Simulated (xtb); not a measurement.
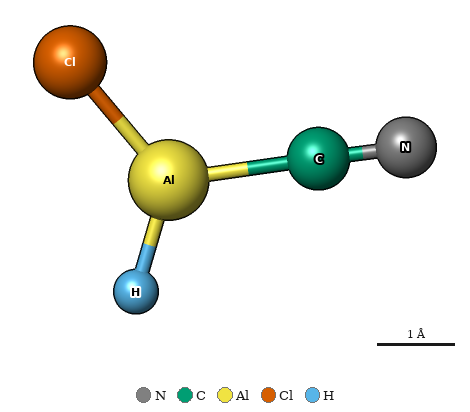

Figure 1. The input geometry (ball-and-stick view, seen on its broad side). Sticks mark near contacts. Bond lengths as drawn: Al–C 1.97 Å, Al–Cl 2.01 Å, Al–H 1.53 Å and C–N 1.15 Å.

**CHAlClN (charge −1): property calculation**

The run: property calculation of CHAlClN, charge −1, multiplicity 2. Method and program: GFN1-xTB, GBSA solvent dmso (xtb 6.7.1).

The geometry was optimised with GFN2-xTB.

**Input (mol.json)**
```
{
 "schema_name": "qcschema_molecule",
 "schema_version": 2,
 "symbols": [
  "N",
  "C",
  "Al",
  "Cl",
  "H"
 ],
 "geometry": [
  2.857984,
  -2.58729585,
  2.57521483,
  1.53870005,
  -1.34623711,
  1.36776487,
  -0.67544481,
  0.80845507,
  -0.72302622,
  -3.92212468,
  -0.51512422,
  -2.19070658,
  0.29518089,
  3.50111827,
  -1.10747966
 ],
 "molecular_charge": -1,
 "molecular_multiplicity": 2
}
```

Hardware: 1 thread of Intel Xeon @ 2.90GHz (Ice Lake), 192 GiB of memory available, shared host.

Command:
```bash
xtb mol.json --acc 0.01 --molden --pop --gbsa dmso --gfn 1 --vfukui -P 1 > out.txt 2> xtb.err
```

**Log**
```
* xtb version 6.7.1
   ID    Z sym.   atoms
    1    7 N      1
    2    6 C      2
    3   13 Al     3
    4   17 Cl     4
    5    1 H      5

           -------------------------------------------------
          |                Calculation Setup                |
           -------------------------------------------------

          program call               : xtb mol.json --acc 0.01 --molden --pop --gbsa dmso --gfn 1 --vfukui -P 1
          coordinate file            : mol.json
          omp threads                :                     1

           -------------------------------------------------
          |                 G F N 1 - x T B                 |
           -------------------------------------------------

      * Hamiltonian:
        H0-scaling (s, p, d)           1.850000    2.250000    2.000000
        zeta-weighting                 0.000000
      * Dispersion:
        s8                             2.400000
        a1                             0.630000
        a2                             5.000000
        s9                             0.000000
      * Repulsion:
        kExp                           1.500000
        rExp                           1.000000
      * Coulomb:
        alpha                          2.000000
        third order                    atomic
        anisotropic                    false
      * Halogen bond correction:
        rad-scale                      1.300000
        damping                        0.440000

      * Solvation model:               GBSA
        Solvent                        dmso
        Parameter file                 internal GFN1-xTB/GBSA
        Dielectric constant                4.7200E+01
        Reference state                gsolv [1 M gas/solution]
        Free energy shift                  4.2202E-03 Eh       2.6482E+00 kcal/mol
        Temperature                        2.9815E+02 K
        Density                            1.1000E+00 kg/L
        Solvent mass                       7.8130E+01 g/mol
        Interaction kernel             Still
        Born radius scaling (c1)           1.4775E+00
        Born radii integrator          GBOBC
        Born offset                        1.6583E-02 a0       3.1337E-02 AA
        H-bond correction              true
        Ion screening                  false
        Surface tension                    1.0000E-05 Eh       1.5569E+01 dyn/cm
        Grid points                               230 per atom

          ...................................................
          :                      SETUP                      :
          :.................................................:
          :  # basis functions                  30          :
          :  # atomic orbitals                  28          :
          :  # shells                           12          :
          :  # electrons                        21          :
          :  # halogen bonds                     1          :
          :  max. iterations                   250          :
          :  Hamiltonian                  GFN1-xTB          :
          :  restarted?                      false          :
          :  GBSA solvation                   true          :
          :  PC potential                    false          :
          :  electronic temp.          300.0000000     K    :
          :  accuracy                    0.0100000          :
          :  -> integral cutoff          0.4500000E+02      :
          :  -> integral neglect         0.1000000E-09      :
          :  -> SCF convergence          0.1000000E-07 Eh   :
          :  -> wf. convergence          0.2000000E-06 e    :
          :  Broyden damping             0.4000000          :
          :  net charge                         -1          :
          :  unpaired electrons                  0          :
          ...................................................

 iter      E             dE          RMSdq      gap      omega  full diag
   1    -11.7398400 -0.117398E+02  0.686E+00    0.63       0.0  T
   2    -11.7452956 -0.545554E-02  0.569E+00    0.13       1.0  T
   3    -11.7480656 -0.276999E-02  0.238E+00    0.49       1.0  T
   4    -11.7603009 -0.122354E-01  0.817E-01    0.10       1.0  T
   5    -11.7620720 -0.177109E-02  0.503E-01    0.02       1.0  T
   6    -11.7594699  0.260214E-02  0.909E-01    0.11       1.0  T
   7    -11.7628169 -0.334698E-02  0.275E-01    0.05       1.0  T
   8    -11.7631575 -0.340640E-03  0.431E-02    0.04       1.0  T
   9    -11.7631644 -0.691059E-05  0.165E-02    0.04       2.7  T
  10    -11.7631655 -0.108853E-05  0.590E-03    0.04       7.6  T
  11    -11.7631656 -0.141099E-06  0.232E-03    0.04      19.3  T
  12    -11.7631657 -0.232194E-07  0.616E-04    0.04      72.6  T
  13    -11.7631657 -0.135107E-08  0.295E-04    0.04     151.4  T
  14    -11.7631657 -0.401352E-09  0.432E-07    0.04  100000.0  T
  15    -11.7631657 -0.710543E-14  0.158E-06    0.04   28345.2  T

   *** convergence criteria satisfied after 15 iterations ***

         #    Occupation            Energy/Eh            Energy/eV
      -------------------------------------------------------------
         1        2.0000           -0.8828630             -24.0239
       ...           ...                  ...                  ...
         5        2.0000           -0.4687391             -12.7550
         6        2.0000           -0.4667558             -12.7011
         7        2.0000           -0.4402647             -11.9802
         8        2.0000           -0.4311917             -11.7333
         9        2.0000           -0.4267253             -11.6118
        10        2.0000           -0.3923712             -10.6770
        11        0.6700           -0.1871321              -5.0921 (HOMO)
        12        0.3300           -0.1857862              -5.0555 (LUMO)
        13        0.0000           -0.1712569              -4.6601
        14                         -0.0667322              -1.8159
        15                         -0.0162707              -0.4427
        16                         -0.0161975              -0.4408
       ...                                ...                  ...
        28                          1.2164244              33.1006
      -------------------------------------------------------------
                  HL-Gap            0.0013458 Eh            0.0366 eV
             Fermi-level           -0.2381054 Eh           -6.4792 eV

 SCC (total)                   0 d,  0 h,  0 min,  0.006 sec
 SCC setup                      ...        0 min,  0.000 sec (  3.385%)
 Dispersion                     ...        0 min,  0.000 sec (  0.379%)
 classical contributions        ...        0 min,  0.000 sec (  0.257%)
 integral evaluation            ...        0 min,  0.001 sec ( 22.232%)
 iterations                     ...        0 min,  0.002 sec ( 36.455%)
 molecular gradient             ...        0 min,  0.002 sec ( 35.305%)
 printout                       ...        0 min,  0.000 sec (  1.802%)

         :::::::::::::::::::::::::::::::::::::::::::::::::::::
         ::                     SUMMARY                     ::
         :::::::::::::::::::::::::::::::::::::::::::::::::::::
         :: total energy             -11.642389952634 Eh    ::
         :: total w/o Gsasa/hb       -11.635209618957 Eh    ::
         :: gradient norm              0.147043595497 Eh/a0 ::
         :: HOMO-LUMO gap              0.036621378303 eV    ::
         ::.................................................::
         :: SCC energy               -11.763165671050 Eh    ::
         :: -> electrostatic           0.119221378382 Eh    ::
         :: -> Gsolv                  -0.088349035770 Eh    ::
         ::    -> Gelec               -0.081168702093 Eh    ::
         ::    -> Gsasa               -0.011355777398 Eh    ::
         ::    -> Ghb                 -0.000044743542 Eh    ::
         ::    -> Gshift               0.004220187262 Eh    ::
         :: repulsion energy           0.122274724025 Eh    ::
         :: dispersion energy         -0.001499005609 Eh    ::
         :: halogen bond corr.         0.000000000000 Eh    ::
         :: add. restraining           0.000000000000 Eh    ::
         :: total charge              -1.000000000000 e     ::
         :::::::::::::::::::::::::::::::::::::::::::::::::::::

Fukui index Calculation

Run single point for reduced species

 iter      E             dE          RMSdq      gap      omega  full diag
   1    -11.9215036 -0.119215E+02  0.169E+00    0.04       0.0  T
   2    -11.9309937 -0.949010E-02  0.241E+00    0.34       1.0  T
   3    -11.9331147 -0.212103E-02  0.213E+00    0.25       1.0  T
   4    -11.9168872  0.162275E-01  0.218E+00    0.02       1.0  T
   5    -11.9461301 -0.292429E-01  0.131E+00    0.24       1.0  T
   6    -11.8691661  0.769639E-01  0.441E+00    0.07       1.0  T
   7    -11.9460629 -0.768968E-01  0.112E+00    0.16       1.0  T
   8    -11.9477319 -0.166897E-02  0.119E+00    0.18       1.0  T
   9    -11.9407116  0.702033E-02  0.118E+00    0.13       1.0  T
  10   -149.5774486 -0.137637E+03  0.465E+01    4.71       1.0  T
  11   -145.0742570  0.450319E+01  0.468E+01    4.63       1.0  T
  12   -142.5428944  0.253136E+01  0.469E+01    4.50       1.0  T
  13   -137.9804517  0.456244E+01  0.468E+01    4.21       1.0  T
  14   -131.4213074  0.655914E+01  0.465E+01    2.80       1.0  T
  15    -16.2731827  0.115148E+03  0.136E+01    0.53       1.0  T
  16   -164.9038745 -0.148631E+03  0.872E+01    0.29       1.0  T
  17   -165.4364300 -0.532555E+00  0.922E+01    0.36       1.0  T
  18   -165.3965139  0.399161E-01  0.918E+01    0.35       1.0  T
  19   -164.9986650  0.397849E+00  0.874E+01    0.35       1.0  T
  20   -164.8966041  0.102061E+00  0.864E+01    0.53       1.0  T
  21   -162.3623086  0.253430E+01  0.822E+01    0.38       1.0  T
  22    -23.8763900  0.138486E+03  0.333E+01    1.64       1.0  T
  23   -165.5241647 -0.141648E+03  0.990E+01    0.29       1.0  T
  24   -162.4660597  0.305811E+01  0.837E+01    0.08       1.0  T
  25   -163.4969998 -0.103094E+01  0.866E+01    0.09       1.0  T
  26    -11.3095564  0.152187E+03  0.127E+01    0.17       1.0  T
  27   -158.0434608 -0.146734E+03  0.420E+01    0.38       1.0  T
  28   -166.8481281 -0.880467E+01  0.273E+01    1.00       1.0  T
  29   -168.0383715 -0.119024E+01  0.188E+01    2.20       1.0  T
  30   -166.6486744  0.138970E+01  0.163E+01    1.11       1.0  T
  31   -167.5758285 -0.927154E+00  0.185E+01    1.27       1.0  T
  32   -167.4858095  0.900190E-01  0.212E+01    4.37       1.0  T
  33   -166.4850176  0.100079E+01  0.178E+01    0.15       1.0  T
  34   -166.6241845 -0.139167E+00  0.171E+01    0.30       1.0  T
  35   -166.6091299  0.150546E-01  0.174E+01    0.33       1.0  T
  36   -166.7473897 -0.138260E+00  0.172E+01    0.49       1.0  T
  37   -167.0287171 -0.281327E+00  0.167E+01    0.70       1.0  T
  38   -167.5089831 -0.480266E+00  0.164E+01    1.07       1.0  T
  39   -167.7298953 -0.220912E+00  0.166E+01    1.22       1.0  T
  40   -167.7528353 -0.229400E-01  0.175E+01    1.26       1.0  T
  41   -167.8379343 -0.850989E-01  0.176E+01    1.29       1.0  T
  42   -167.3063291  0.531605E+00  0.182E+01    0.65       1.0  T
  43   -167.3381645 -0.318353E-01  0.180E+01    0.67       1.0  T
  44   -167.0613488  0.276816E+00  0.186E+01    0.42       1.0  T
  45   -167.0451865  0.161623E-01  0.187E+01    0.41       1.0  T
  46   -167.2788426 -0.233656E+00  0.181E+01    0.56       1.0  T
  47   -167.6131458 -0.334303E+00  0.167E+01    0.70       1.0  T
  48   -167.7001082 -0.869625E-01  0.148E+01    0.62       1.0  T
  49   -167.8726482 -0.172540E+00  0.124E+01    0.65       1.0  T
  50   -168.0084249 -0.135777E+00  0.102E+01    0.71       1.0  T
  51   -168.1384542 -0.130029E+00  0.829E+00    0.84       1.0  T
  52   -168.1505613 -0.121071E-01  0.670E+00    0.90       1.0  T
  53   -168.1562738 -0.571251E-02  0.550E+00    1.28       1.0  T
  54   -167.8321805  0.324093E+00  0.477E+00    0.86       1.0  T
  55   -167.7680512  0.641292E-01  0.480E+00    1.95       1.0  T
  56   -167.7305994  0.374519E-01  0.425E+00    0.92       1.0  T
  57   -168.0272711 -0.296672E+00  0.300E+00    1.72       1.0  T
  58   -168.0498746 -0.226035E-01  0.222E+00    1.07       1.0  T
  59   -168.1453670 -0.954924E-01  0.191E+00    1.58       1.0  T
  60   -168.1282503  0.171167E-01  0.161E+00    1.19       1.0  T
  61   -168.2046789 -0.764286E-01  0.113E+00    1.45       1.0  T
  62   -168.1855490  0.191300E-01  0.106E+00    1.24       1.0  T
  63   -168.2180663 -0.325174E-01  0.730E-01    1.37       1.0  T
  64   -168.2071969  0.108694E-01  0.739E-01    1.28       1.0  T
  65   -168.2178993 -0.107024E-01  0.566E-01    1.33       1.0  T
  66   -168.2138534  0.404593E-02  0.559E-01    1.30       1.0  T
  67   -168.2172558 -0.340237E-02  0.461E-01    1.32       1.0  T
  68   -168.2162715  0.984224E-03  0.415E-01    1.31       1.0  T
  69   -168.2180832 -0.181169E-02  0.299E-01    1.32       1.0  T
  70   -168.2180943 -0.110224E-04  0.215E-01    1.32       1.0  T
  71   -168.2186812 -0.586923E-03  0.110E-01    1.33       1.0  T
  72   -168.2187057 -0.244869E-04  0.591E-02    1.32       1.0  T
  73   -168.2187570 -0.513391E-04  0.218E-02    1.33       2.1  T
  74   -168.2187571 -0.115164E-06  0.897E-03    1.33       5.0  T
  75   -168.2187588 -0.167368E-05  0.254E-03    1.33      17.6  T
  76   -168.2187590 -0.203484E-06  0.739E-04    1.33      60.5  T
  77   -168.2187590 -0.175003E-07  0.209E-04    1.33     214.2  T
  78   -168.2187590 -0.434852E-10  0.152E-05    1.33    2940.6  T
  79   -168.2187590 -0.994760E-12  0.310E-06    1.33   14424.7  T
  80   -168.2187590 -0.568434E-13  0.495E-07    1.33   90338.7  T
  81   -168.2187590 -0.397904E-12  0.193E-07    1.33  100000.0  T
     SCC iter.                  ...        0 min,  0.012 sec
     gradient                   ...        0 min,  0.002 sec

Run single point for oxidized species

 iter      E             dE          RMSdq      gap      omega  full diag
   1    -11.5384935 -0.115385E+02  0.169E+00    5.58       0.0  T
   2    -11.5430122 -0.451863E-02  0.127E+00    5.53       1.0  T
   3    -11.5442837 -0.127159E-02  0.652E-01    5.50       1.0  T
   4    -11.5445194 -0.235657E-03  0.365E-01    5.46       1.0  T
   5    -11.5445447 -0.252930E-04  0.149E-01    5.48       1.0  T
   6    -11.5446080 -0.632777E-04  0.542E-02    5.47       1.0  T
   7    -11.5446164 -0.840591E-05  0.219E-02    5.47       2.0  T
   8    -11.5446176 -0.122514E-05  0.148E-03    5.47      30.3  T
   9    -11.5446176  0.511543E-08  0.204E-03    5.47      21.9  T
  10    -11.5446176 -0.120615E-07  0.102E-04    5.47     439.0  T
  11    -11.5446176 -0.356017E-10  0.241E-05    5.47    1856.5  T
  12    -11.5446176 -0.179057E-11  0.430E-07    5.47  100000.0  T
  13    -11.5446176  0.000000E+00  0.887E-09    5.47  100000.0  T
     SCC iter.                  ...        0 min,  0.002 sec
     gradient                   ...        0 min,  0.004 sec

Fukui functions:
     #        f(+)     f(-)     f(0)
     1N      -5.392    0.209   -2.592
     2C      -3.446    0.096   -1.675
     3Al     16.590    0.371    8.481
     4Cl     -5.033    0.216   -2.409
     5H      -1.719    0.108   -0.805
           -------------------------------------------------
          |                Property Printout                |
           -------------------------------------------------

    * Orbital Energies and Occupations

         #    Occupation            Energy/Eh            Energy/eV
      -------------------------------------------------------------
         1        2.0000           -0.8828630             -24.0239
         2        2.0000           -0.6810009             -18.5310
         3        2.0000           -0.5120314             -13.9331
         4        2.0000           -0.4803992             -13.0723
         5        2.0000           -0.4687391             -12.7550
         6        2.0000           -0.4667558             -12.7011
         7        2.0000           -0.4402647             -11.9802
         8        2.0000           -0.4311917             -11.7333
         9        2.0000           -0.4267253             -11.6118
        10        2.0000           -0.3923712             -10.6770
        11        0.6700           -0.1871321              -5.0921 (HOMO)
        12        0.3300           -0.1857862              -5.0555 (LUMO)
        13        0.0000           -0.1712569              -4.6601
        14                         -0.0667322              -1.8159
        15                         -0.0162707              -0.4427
        16                         -0.0161975              -0.4408
        17                         -0.0122371              -0.3330
        18                         -0.0103308              -0.2811
        19                         -0.0020045              -0.0545
        20                          0.0046517               0.1266
        21                          0.0484432               1.3182
        22                          0.0711174               1.9352
       ...                                ...                  ...
        28                          1.2164244              33.1006
      -------------------------------------------------------------
                  HL-Gap            0.0013458 Eh            0.0366 eV
             Fermi-level           -0.2381054 Eh           -6.4792 eV

  Mulliken/CM5 charges         n(s)   n(p)   n(d)
     1N    -0.51709 -0.63830   1.673  3.844  0.000
     2C     0.00911  0.15690   1.202  2.789  0.000
     3Al    0.01461 -0.14687   1.354  1.077  0.555
     4Cl   -0.32249 -0.27334   1.862  5.440  0.020
     5H    -0.18413 -0.09839   1.184  0.000  0.000

Wiberg/Mayer (AO) data.
largest (>0.10) Wiberg bond orders for each atom

 ---------------------------------------------------------------------------
     #   Z sym  total        # sym  WBO       # sym  WBO       # sym  WBO
 ---------------------------------------------------------------------------
     1   7 N    2.770 --     2 C    2.580     3 Al   0.167
     2   6 C    3.529 --     1 N    2.580     3 Al   0.878
     3  13 Al   3.011 --     4 Cl   1.139     2 C    0.878     5 H    0.827
                             1 N    0.167
     4  17 Cl   1.201 --     3 Al   1.139
     5   1 H    0.910 --     3 Al   0.827
 ---------------------------------------------------------------------------

Topologies differ in total number of bonds
Writing topology from bond orders to xtbtopo.mol

MOs/occ written to file <molden.input>

 dipole moment from electron density (au)
     X       Y       Z
  -0.4035   1.2082  -0.5224  total (Debye):    3.499

           -------------------------------------------------
          | TOTAL ENERGY              -11.642389952634 Eh   |
          | GRADIENT NORM               0.147043595497 Eh/α |
          | HOMO-LUMO GAP               0.036621378303 eV   |
           -------------------------------------------------

------------------------------------------------------------------------
------------------------------------------------------------------------
 total:
 *  cpu-time:     0 d,  0 h,  0 min,  0.040 sec
 * ratio c/w:     0.999 speedup
 SCF:
 *  cpu-time:     0 d,  0 h,  0 min,  0.006 sec
 * ratio c/w:     1.000 speedup
```

**Standard error**
```
normal termination of xtb
```

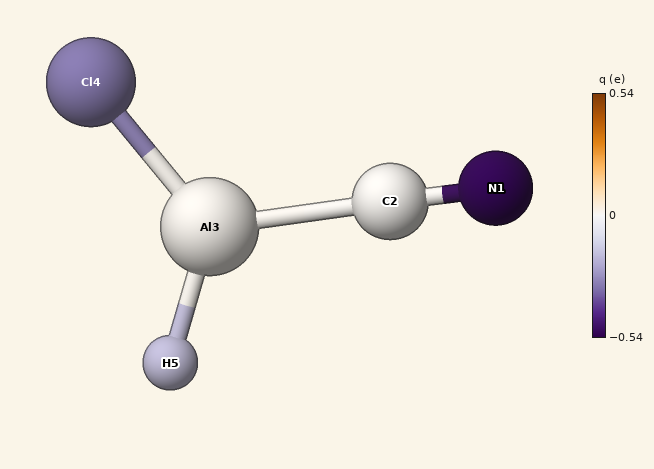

Figure 2. Mulliken charges, as the colour of each atom (ball-and-stick view, seen on its broad side; atoms are numbered from 1 in the order of the input). By element: N −0.52, C +0.01, Al +0.01, Cl −0.32 and H −0.18 e.

**Summary**

- outcome: converged
- electrons treated: 21
- total energy: −11.642390 hartree
- dispersion energy: −0.001499 hartree
- solvation energy: −0.088349 hartree
- basis functions: 30
- peak memory: 0.071 GiB

Settings chosen away from the usual ones: method = gfn1-xtb; task = vfukui; x = {"accuracy": 0.01}; geo = {"prev": 1}; partner = anion; sm = GBSA; solvent = dmso.
